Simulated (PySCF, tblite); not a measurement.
# C4H3FN radical: geometry, infrared bands and EPR parameters

What infrared bands and EPR parameters should C4H3FN radical (`F/C=C/[C]1C=N1`) show?

The runs use tblite 0.8.0 and PySCF 2.14.0, with density-fitted response routines of our own; the level of theory stands in each step. All values are computed, except where a source is named. Atoms are numbered from 0 throughout.

**1. Starting geometry**

9 atoms, charge 0, multiplicity 2; geometry from: force field or distance geometry start.

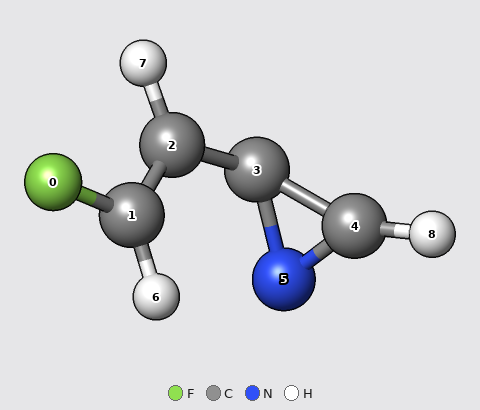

The starting geometry (fluorine green, carbon grey, nitrogen blue, hydrogen white), atoms numbered.

**2. Optimising the geometry with GFN2-xTB**

The job: settings as JSON, then the geometry in Å.

```
{"job": {"kind": "relax", "xc": "GFN2-xTB", "basis": "xTB"}, "charge": 0, "multiplicity": 2}
F      2.584100    -0.733200     0.152500
C      1.211800    -0.645400     0.274100
C      0.686200     0.528400     0.571400
C     -0.766700     0.761500     0.725600
C     -1.741300     0.298200    -0.280400
N     -1.653900    -0.377700     0.816400
H      0.613800    -1.532600     0.151900
H      1.352400     1.389400     0.688300
H     -2.272700     0.317400    -1.231700
```

Started as:

```console
$ OMP_NUM_THREADS=1 python probes_run.py task.json out
```

This one command runs all jobs of the session in turn.

The program printed:

```text
step      E/eV     max force
  0    -476.99767    2.062
  1    -477.12905    1.575
  2    -477.25011    1.238
  3    -477.29276    0.852
  4    -477.30752    0.525
  5    -477.32210    0.487
  6    -477.35115    0.412
  7    -477.35851    0.402
  8    -477.38372    0.429
  9    -477.40427    0.517
 10    -477.42960    0.460
 11    -477.45127    0.415
 12    -477.47656    0.697
 13    -477.51214    0.872
 14    -477.55898    1.070
 15    -477.61517    1.236
 16    -477.63267    1.660
 17    -477.71732    1.254
 18    -477.76650    0.746
 19    -477.82917    0.877
 20    -477.91938    1.029
 21    -477.95057    0.378
 22    -477.96732    0.366
 23    -477.99629    0.690
 24    -478.01703    0.643
 25    -478.03913    0.285
 26    -478.04570    0.206
 27    -478.05134    0.212
 28    -478.05552    0.278
 29    -478.05878    0.224
 30    -478.06264    0.249
 31    -478.06535    0.115
 32    -478.06696    0.095
 33    -478.06745    0.079
 34    -478.06852    0.102
 35    -478.06932    0.095
 36    -478.07035    0.083
 37    -478.07115    0.083
 38    -478.07168    0.062
 39    -478.07199    0.074
 40    -478.07228    0.077
 41    -478.07262    0.075
 42    -478.07291    0.046
 43    -478.07305    0.029
 44    -478.07310    0.021
 45    -478.07314    0.015
 46    -478.07315    0.012
 47    -478.07317    0.012
 48    -478.07318    0.012
 49    -478.07318    0.007
```

Wall time 0.19 s (1 thread of Arm Neoverse V1, shared host).

The steps of the relaxation: (not every step is listed)

```tsv
step	energy from step 0 (eV)	largest force (eV/Å)
0	0.0000	2.0620
1	-0.1314	1.5754
2	-0.2524	1.2383
3	-0.2951	0.8522
4	-0.3098	0.5248
5	-0.3244	0.4869
6	-0.3535	0.4116
7	-0.3608	0.4019
8	-0.3860	0.4289
11	-0.4536	0.4150
14	-0.5613	1.0704
17	-0.7196	1.2542
20	-0.9217	1.0288
23	-0.9986	0.6904
26	-1.0480	0.2055
29	-1.0611	0.2238
32	-1.0693	0.0953
35	-1.0716	0.0947
38	-1.0740	0.0623
41	-1.0749	0.0752
44	-1.0754	0.0214
45	-1.0755	0.0153
46	-1.0755	0.0118
47	-1.0755	0.0117
48	-1.0755	0.0116
49	-1.0755	0.0073
```

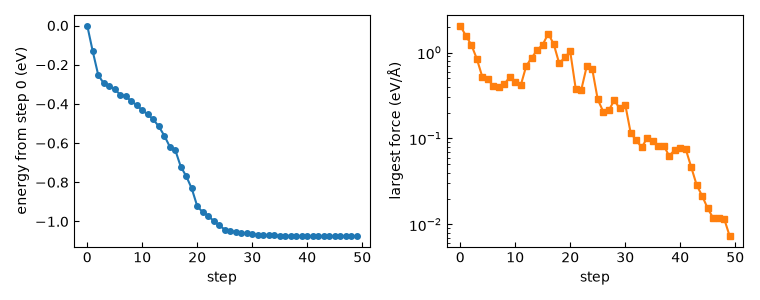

Energy and force, step by step.

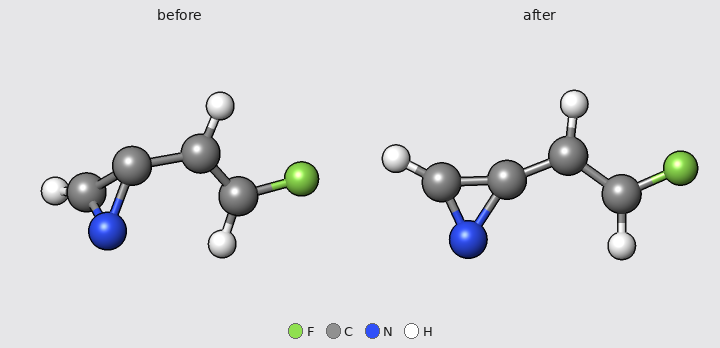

Before and after, at one scale.

Close pairs (by a distance rule), those that changed most:

```tsv
bond	before (Å)	after (Å)	change (Å)
C3–C4	1.475	1.355	-0.120
C2–C3	1.480	1.365	-0.115
C1–C2	1.320	1.364	+0.044
F0–C1	1.380	1.338	-0.043
C3–N5	1.447	1.480	+0.033
C4–H8	1.090	1.065	-0.025
C4–N5	1.291	1.310	+0.019
C2–H7	1.095	1.082	-0.013
```

The next job starts from the end point, and lists it.

**3. Harmonic vibrations with GFN2-xTB**

The job: settings as JSON, then the geometry in Å.

```
{"job": {"kind": "ir", "xc": "GFN2-xTB", "basis": "xTB"}, "charge": 0, "multiplicity": 2}
F      2.795556    -0.539017     0.674010
C      1.478788    -0.714625     0.515424
C      0.666929     0.349477     0.251766
C     -0.681532     0.224061     0.081472
C     -1.977408     0.548069    -0.146622
N     -1.809204    -0.734431     0.061220
H      1.161951    -1.739280     0.615903
H      1.104312     1.336009     0.171247
H     -2.725830     1.275731    -0.356210
```

The program printed:

```text
mode    cm-1     km/mol
  1     131.5      2.54
  2     152.0      0.12
  3     228.1     20.58
  4     343.7      0.20
  5     370.2      6.21
  6     480.1     27.06
  7     640.4      1.08
  8     789.4      4.10
  9     795.7     44.04
 10     893.5     30.11
 11     907.3     36.44
 12    1086.1    351.84
 13    1141.3      1.72
 14    1180.1     36.30
 15    1207.4     15.39
 16    1278.5     92.29
 17    1506.5    111.46
 18    1861.9     25.03
 19    3060.9      7.11
 20    3114.2     27.99
 21    3211.0      3.22
```

It took 0.15 s on 1 thread of Arm Neoverse V1, shared host.

The strongest bands and the atoms that carry them (share of the mass-weighted mode):

```tsv
cm⁻¹	km/mol	atoms
796	44.0	N5 39 %, C2 26 %, C3 13 %, C4 11 %
894	30.1	H7 70 %, H6 18 %, C2 10 %
907	36.4	H8 77 %, C3 11 %
1086	351.8	C1 28 %, C2 16 %, F0 15 %, C4 14 %
1180	36.3	H7 47 %, H6 17 %, C4 10 %
1278	92.3	H7 26 %, C2 23 %, N5 15 %, C4 15 %
1506	111.5	C1 49 %, C2 39 %
3114	28.0	H6 91 %
```

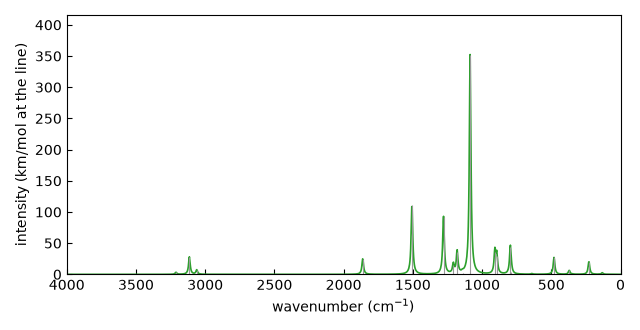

The infrared spectrum from these modes, unscaled. Lines are broadened to a width of 14 cm⁻¹ (Lorentzian).

**4. EPR parameters: B3LYP/pcH-1**

Settings changed since step 3:

```diff
@@ -1,2 +1,2 @@
-{"job": {"kind": "ir", "xc": "GFN2-xTB", "basis": "xTB"}, "charge": 0, "multiplicity": 2}
+{"job": {"kind": "epr", "basis": "pcH-1"}, "charge": 0, "multiplicity": 2}
 F      2.795556    -0.539017     0.674010
```

With the program's defaults for keys left out, this is: UKS B3LYP, pcH-1 on C F H N, non-relativistic, mean-field spin-orbit, GIAO.

The program printed:

```text
UKS, coarse grid
  cycle   1  E = -308.62584618  |g| = 3.56e-01
  cycle   2  E = -308.56232545  |g| = 5.62e-01
  cycle   3  E = -308.66955411  |g| = 1.19e-01
  cycle   4  E = -308.67430300  |g| = 6.82e-02
  cycle   5  E = -308.67663860  |g| = 1.35e-02
  cycle   6  E = -308.67682074  |g| = 7.23e-03
  cycle   7  E = -308.67688927  |g| = 3.53e-03
  cycle   8  E = -308.67690530  |g| = 1.64e-03
  cycle   9  E = -308.67690702  |g| = 6.99e-04
UKS, final grid
  cycle   1  E = -308.67684470  |g| = 1.23e-03
  cycle   2  E = -308.67684274  |g| = 2.27e-03
  cycle   3  E = -308.67684553  |g| = 1.01e-04
  cycle   4  E = -308.67684554  |g| = 6.43e-05
  cycle   5  E = -308.67684554  |g| = 3.61e-05
  cycle   6  E = -308.67684555  |g| = 1.14e-05
E = -308.67684555 Eh   <S^2> = 0.7932 (exact 0.7500)
g shifts (ppm)      1          2          3
  rmc          -218       -218       -218
  gc             -6         45         36
  oz_so         -47       1612       2969
  total        -272       1439       2787
hyperfine (MHz)  atom isotope    a_iso     a_fc   dipolar eigenvalues
    0   19F      83.38      83.38   -157.03   -131.46    288.49
    1   13C      54.74      54.74    -46.75    -46.36     93.11
    2   13C     -42.56     -42.56    -24.86     10.36     14.50
    3   13C      44.62      44.62    -39.31    -37.36     76.66
    4   13C     -34.21     -34.21    -25.13      8.46     16.68
    5   14N      15.83      15.83    -22.87    -21.35     44.22
    6    1H     -39.00     -39.00    -18.28     -1.97     20.25
    7    1H       8.78       8.78     -4.39     -1.02      5.41
    8    1H       6.90       6.90     -2.78      0.28      2.50
```

It took 23 s on 1 thread of Arm Neoverse V1, shared host; peak memory 0.72 GiB.

Principal g values 2.00205, 2.00376, 2.00511; g(iso) = 2.00364, against 2.00232 for a free electron.

Hyperfine couplings, nucleus by nucleus at this fixed geometry (no averaging over rotations):

```tsv
nuclei	isotope	a(iso) (MHz)	a(iso) (G, at g = 2.0023)	largest dipolar term (MHz)
F0	19F	83.4	29.8	288.5
C1	13C	54.7	19.5	93.1
C3	13C	44.6	15.9	76.7
C2	13C	-42.6	-15.2	-24.9
H6	1H	-39.0	-13.9	20.3
C4	13C	-34.2	-12.2	-25.1
N5	14N	15.8	5.6	44.2
H7	1H	8.8	3.1	5.4
H8	1H	6.9	2.5	-2.8
```

Mulliken spin populations:

```tsv
atom	value (e)
F0	0.04
C1	0.52
C2	-0.20
C3	0.41
C4	-0.18
N5	0.42
H6	-0.03
H7	0.01
H8	0.00
```

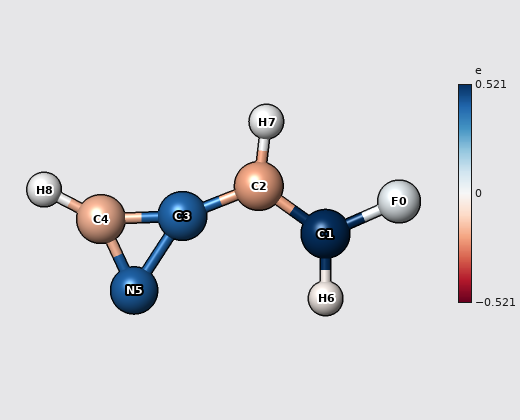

Mulliken spin populations, as colours on the atoms.

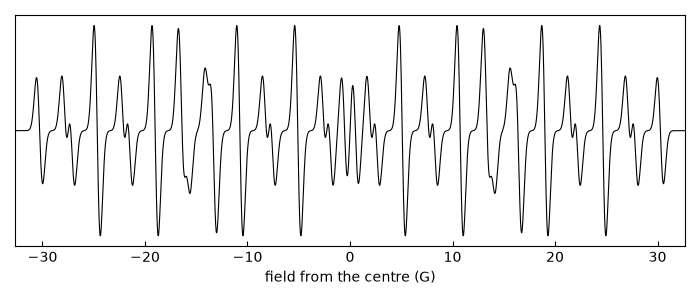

First-order isotropic spectrum (first derivative, main isotopes with spin only, couplings over 0.8 MHz, Gaussian width 0.3 G; couplings of the frozen geometry, rotation of groups not averaged beyond the rows shown).

The fields below are evaluated on a grid from the run's orbitals.

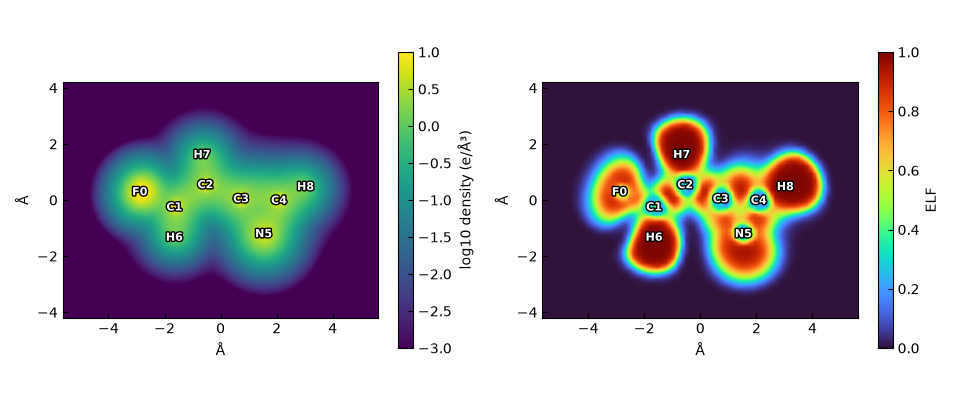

Density (left) and ELF (right) in a plane through or near 9 of the atoms.

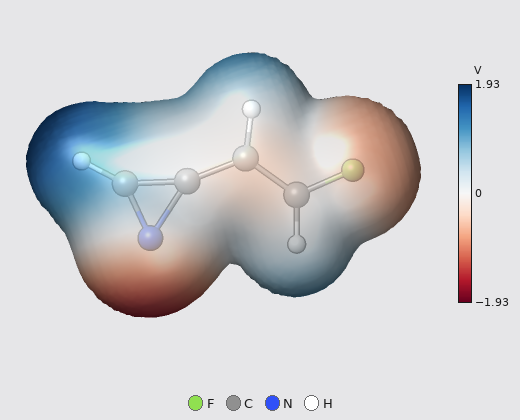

Electrostatic potential on the surface of density 0.002 e/bohr³; red is low, blue high. It runs from -1.49 V near N5 to 1.93 V near H8.

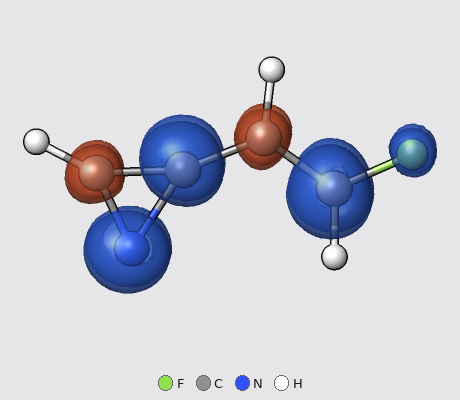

Spin density at ±0.04 e/Å³ (alpha excess blue, beta excess red).

**5. What came out**

| quantity | value |
| --- | --- |
| strongest single infrared mode (GFN2-xTB) | 1086 cm⁻¹, 352 km/mol |
| zero-point energy (GFN2-xTB) | 34.9 kcal/mol |
| g(iso) (B3LYP) | 2.00364 |
| ⟨S²⟩ | 0.793 (exact 0.75) |
| largest a(iso) | 19F on F0, 83.4 MHz |
| potential on the surface of density 0.002 e/bohr³, 1st and 99th percentile | -1.49 V and 1.93 V |

The optimisation took 49 steps and gained 1.076 eV; among the close pairs (by a distance rule), C3–C4 changed most, from 1.475 to 1.355 Å. No mode is imaginary among the 21: a minimum at this level. The strongest single mode, at 1086 cm⁻¹, has its largest shares on C1, C2, F0 and C4 (the list is cut at 4 atoms). Unscaled tight-binding wavenumbers are off by several per cent, some by more. Its intensities can rank the bands wrongly. The largest spin populations lie on C1 (0.52 e), N5 (0.42 e), C3 (0.41 e). The isotropic g lies 1.3 ppt above the free-electron value. These values are for one conformer; the search (at its own cheap level) found 2 more, at 0.00, 0.77 kcal/mol (those within 0.05 may be mirror or relabelled copies), and measured spectra average over such forms.
